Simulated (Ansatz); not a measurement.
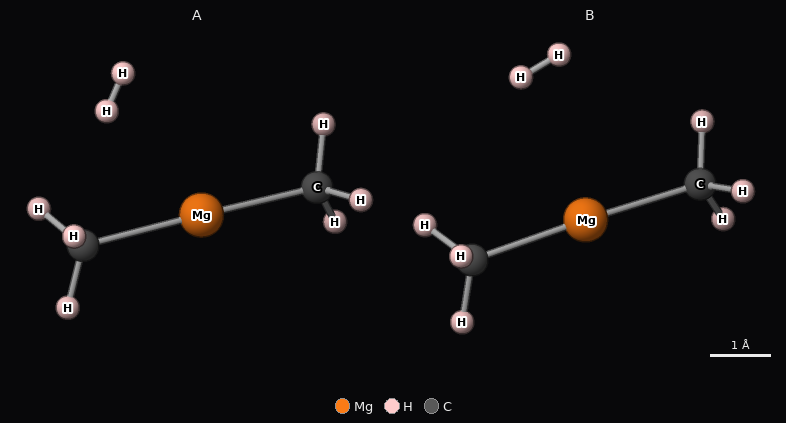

Two geometries of C2H8Mg, drawn at one scale. One is the start of a relaxation, the other its converged end. The picture is a ball-and-stick view, seen at a tilt.

Computed with RKS B3LYP/def2-SVP in Ansatz. Settings: no spin polarisation; force threshold 0.03 eV/Å; at most 50 steps.

Question: Which geometry has the lower energy?

Answer: Structure B is the relaxed one. The run prepares an end point of a later path (reaction) calculation, from a guessed geometry. The energy falls by 15.3 kJ/mol in 11 geometry steps. The largest force component goes from 1.9 to 0.017 eV/Å. The forces were under the threshold at step 4, but the run went on from there. The largest move after the best rigid fit is that of an H atom, 0.81 Å. Largest moves by element: H 0.81 Å, C 0.26 Å, Mg 0.17 Å. Some distances before and after: H–Mg 2.653 → 2.915 Å, H–H 0.704 → 0.762 Å, C–Mg 2.155 → 2.104 Å.

Limits of the set-up: the start holds two separate molecules, 2.2 Å apart at their closest, whose relative position is a soft coordinate and is computed without a dispersion correction.
